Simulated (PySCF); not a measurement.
**What a change does: NMR shielding calculation on C4H11BN2O**

System: C4H11BN2O, SMILES C=CN(C)B(N)OC.
Method of the first run: GIAO PBE0/6-31G* NMR shielding, non-relativistic, gas phase (PySCF 2.14.0).

The geometry comes from this level: GFN2-xTB. Text and figures count atoms from 1; the logs count them from 0 in places.

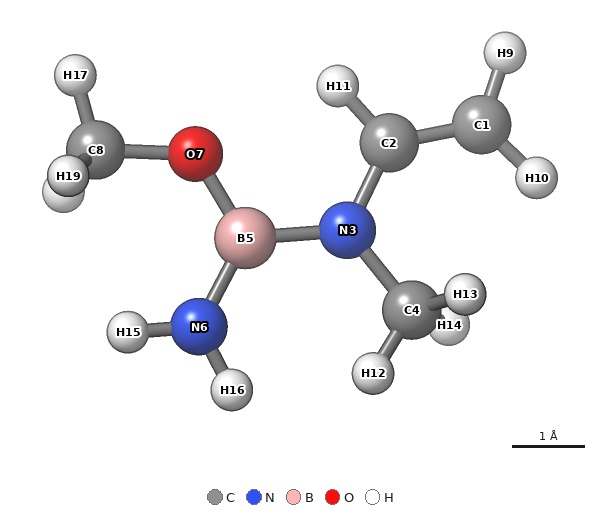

Fig. 1: The structure (ball-and-stick view, seen at a tilt; atoms are numbered from 1 in the order of the input). Bond lengths as drawn: B–N 1.41 to 1.44 Å, B–O 1.38 Å, C–C 1.33 Å, C–H 1.07 to 1.10 Å, C–N 1.38 to 1.45 Å, C–O 1.40 Å and H–N 1.00 Å.

## Input file, the first run
```
{"job": {"kind": "nmr", "xc": "PBE0", "basis": "6-31G*", "pop": false}, "charge": 0, "multiplicity": 1}
C      2.788122     0.988644    -0.036903
C      1.469805     0.877839     0.093998
N      0.700506    -0.255161    -0.099550
C      1.423467    -1.460558    -0.441501
B     -0.729820    -0.183479     0.021809
N     -1.563166    -1.290632    -0.251700
O     -1.243524     1.028795     0.419267
C     -2.615992     1.259159     0.574326
H      3.265888     1.933639     0.146739
H      3.435728     0.180499    -0.324183
H      0.876799     1.733220     0.378460
H      0.752286    -2.313983    -0.457704
H      2.203639    -1.651561     0.300352
H      1.896208    -1.364951    -1.424046
H     -2.561012    -1.243930    -0.163692
H     -1.244575    -2.178408    -0.589064
H     -2.738834     2.303002     0.868869
H     -3.160817     1.089550    -0.361352
H     -3.044683     0.618994     1.353776
```

The first line tells a small driver script what to run in PySCF; the rest is the geometry in Å.

Launched with:
```bash
OMP_NUM_THREADS=1 python <driver script> task.json out
```

Hardware: 1 CPU thread, shared host.

## Output (the first run)
```
coarse grid: 15464 points
cycle   1  E = -368.2283864623  dE =  1.077e+00  |g| = 7.060e-01  |ddm| = 3.964e+00
cycle   2  E = -368.1688477004  dE =  5.954e-02  |g| = 9.121e-01  |ddm| = 1.400e+00
cycle   3  E = -368.3353887275  dE = -1.665e-01  |g| = 1.199e-01  |ddm| = 8.296e-01
cycle   4  E = -368.3381158723  dE = -2.727e-03  |g| = 3.512e-02  |ddm| = 1.193e-01
cycle   5  E = -368.3383557540  dE = -2.399e-04  |g| = 1.227e-02  |ddm| = 3.437e-02
cycle   6  E = -368.3383878925  dE = -3.214e-05  |g| = 3.263e-03  |ddm| = 1.135e-02
cycle   7  E = -368.3383901235  dE = -2.231e-06  |g| = 1.054e-03  |ddm| = 3.505e-03
final grid: 148328 points
cycle   8  E = -368.2701972972  dE = -4.822e-05  |g| = 1.162e-02  |ddm| = 3.438e-02
cycle   9  E = -368.2701793896  dE =  1.791e-05  |g| = 1.525e-02  |ddm| = 1.964e-02
cycle  10  E = -368.2702276374  dE = -4.825e-05  |g| = 1.739e-03  |ddm| = 1.099e-02
cycle  11  E = -368.2702283082  dE = -6.708e-07  |g| = 2.179e-04  |ddm| = 1.707e-03
cycle  12  E = -368.2702283167  dE = -8.485e-09  |g| = 9.115e-05  |ddm| = 2.368e-04
cycle  13  E = -368.2702283182  dE = -1.504e-09  |g| = 3.781e-05  |ddm| = 9.175e-05
cycle  14  E = -368.2702283185  dE = -3.188e-10  |g| = 1.081e-05  |ddm| = 4.193e-05
converged SCF energy = -368.2702283185

GIAO shielding tensors (ppm)
atom      isotropic    diamagn.    paramagn.     s11        s22        s33       span
  0 C      116.826     258.850    -142.024     44.852    122.146    183.480    138.628
  1 C       65.240     252.744    -187.504    -36.785     75.063    157.444    194.229
  2 N      179.085     320.327    -141.242    112.881    195.183    229.191    116.310
  3 C      164.706     248.050     -83.343    145.108    160.279    188.731     43.622
  4 B       95.080     201.488    -106.407     84.658     95.645    104.938     20.280
  5 N      226.175     322.425     -96.250    201.619    237.306    239.600     37.981
  6 O      288.388     393.009    -104.621    193.985    307.497    363.683    169.698
  7 C      145.740     242.899     -97.158    120.898    125.068    191.256     70.358
  8 H       28.689      30.373      -1.684     26.303     27.460     32.303      6.000
  9 H       28.801      32.768      -3.967     25.978     26.750     33.674      7.696
 10 H       25.249      32.583      -7.334     19.899     24.471     31.378     11.479
 11 H       29.870      32.266      -2.395     24.215     31.601     33.794      9.579
 12 H       29.708      31.031      -1.324     25.967     27.570     35.586      9.619
 13 H       29.783      30.922      -1.139     26.351     26.896     36.102      9.751
 14 H       30.847      31.514      -0.666     23.572     29.418     39.553     15.981
 15 H       30.804      32.345      -1.541     23.057     30.017     39.337     16.280
 16 H       28.470      28.454       0.017     24.039     26.901     34.471     10.432
 17 H       28.718      28.875      -0.157     24.960     26.610     34.586      9.626
 18 H       28.734      28.805      -0.071     24.972     26.536     34.694      9.722
```

For the second run the input was changed thus:
```diff
-"xc": "PBE0"
-"basis": "6-31G*"
+"xc": "PBE"
+"basis": "pcSseg-1"
```

Predict how the results change.

The total energies belong to different models, so their difference says nothing on which is more stable or more accurate. The HOMO goes from −5.37 to −4.56 eV. The LUMO goes from 1.81 to 0.22 eV. The dipole moment goes from 3.29 to 3.40 D. Of all shieldings, the largest change is that of N3, by −30.5 ppm. The functional changes from PBE0 to PBE. The SCF takes 16 iterations against 14. The basis functions go from 134 to 191.

## Output (the second run)
```
coarse grid: 15464 points
cycle   1  E = -367.9643863977  dE =  8.720e-01  |g| = 8.983e-01  |ddm| = 3.769e+00
cycle   2  E = -367.6029519015  dE =  3.614e-01  |g| = 1.594e+00  |ddm| = 2.223e+00
cycle   3  E = -368.1271331811  dE = -5.242e-01  |g| = 2.643e-01  |ddm| = 1.624e+00
cycle   4  E = -368.1401388858  dE = -1.301e-02  |g| = 7.007e-02  |ddm| = 2.162e-01
cycle   5  E = -368.1409057888  dE = -7.669e-04  |g| = 3.471e-02  |ddm| = 6.881e-02
cycle   6  E = -368.1411367550  dE = -2.310e-04  |g| = 1.343e-02  |ddm| = 3.350e-02
cycle   7  E = -368.1411751895  dE = -3.843e-05  |g| = 4.926e-03  |ddm| = 1.424e-02
cycle   8  E = -368.1411816058  dE = -6.416e-06  |g| = 9.205e-04  |ddm| = 4.976e-03
final grid: 148328 points
cycle   9  E = -368.2113849222  dE = -5.964e-05  |g| = 2.049e-02  |ddm| = 5.543e-02
cycle  10  E = -368.2111906520  dE =  1.943e-04  |g| = 3.730e-02  |ddm| = 3.747e-02
cycle  11  E = -368.2114687381  dE = -2.781e-04  |g| = 5.552e-03  |ddm| = 2.516e-02
cycle  12  E = -368.2114753616  dE = -6.624e-06  |g| = 7.452e-04  |ddm| = 4.448e-03
cycle  13  E = -368.2114754470  dE = -8.542e-08  |g| = 4.570e-04  |ddm| = 1.049e-03
cycle  14  E = -368.2114755018  dE = -5.477e-08  |g| = 9.332e-05  |ddm| = 4.619e-04
cycle  15  E = -368.2114755036  dE = -1.813e-09  |g| = 1.962e-05  |ddm| = 7.337e-05
cycle  16  E = -368.2114755037  dE = -8.868e-11  |g| = 3.680e-06  |ddm| = 1.874e-05
converged SCF energy = -368.2114755037

GIAO shielding tensors (ppm)
atom      isotropic    diamagn.    paramagn.     s11        s22        s33       span
  0 C      100.004     254.524    -154.519     23.253    106.786    169.974    146.721
  1 C       41.147     252.463    -211.315    -67.842     49.575    141.710    209.552
  2 N      148.600     328.470    -179.871     71.704    168.412    205.683    133.979
  3 C      149.838     247.068     -97.229    125.357    146.994    177.163     51.806
  4 B       77.064     200.660    -123.596     63.351     76.936     90.905     27.554
  5 N      216.315     318.679    -102.364    190.750    225.155    233.040     42.291
  6 O      266.037     399.684    -133.648    157.465    289.744    350.900    193.435
  7 C      128.025     242.498    -114.473     99.534    103.315    181.225     81.691
  8 H       27.708      29.621      -1.913     25.541     26.399     31.183      5.642
  9 H       27.934      32.365      -4.431     25.503     25.512     32.787      7.284
 10 H       24.304      34.196      -9.891     19.076     23.081     30.756     11.681
 11 H       29.009      32.638      -3.629     23.656     30.625     32.745      9.088
 12 H       28.876      30.663      -1.787     25.411     26.303     34.914      9.503
 13 H       28.952      30.609      -1.657     25.564     25.823     35.469      9.905
 14 H       29.743      32.648      -2.905     22.734     28.253     38.241     15.506
 15 H       29.581      33.908      -4.327     22.147     28.805     37.790     15.643
 16 H       27.501      28.043      -0.542     23.065     25.787     33.652     10.587
 17 H       27.849      29.159      -1.309     24.259     25.435     33.855      9.596
 18 H       27.857      29.042      -1.185     24.234     25.381     33.956      9.722
```

## The two runs side by side

| quantity | the first run | the second run |
| --- | --- | --- |
| outcome | converged | converged |
| total energy (hartree) | −368.270228 | −368.211476 |
| HOMO (eV) | −5.37 | −4.56 |
| LUMO (eV) | 1.81 | 0.22 |
| dipole moment (D) | 3.29 | 3.40 |
| shielding of C1 (ppm) | 116.8 | 100.0 |
| shielding of C2 (ppm) | 65.2 | 41.1 |
| shielding of N3 (ppm) | 179.1 | 148.6 |
| shielding of C4 (ppm) | 164.7 | 149.8 |
| shielding of B5 (ppm) | 95.1 | 77.1 |
| shielding of O7 (ppm) | 288.4 | 266.0 |
| shielding of C8 (ppm) | 145.7 | 128.0 |
| SCF iterations | 14 | 16 |
| basis functions | 134 | 191 |
| wall time (shared host) | 25 s | 62 s |
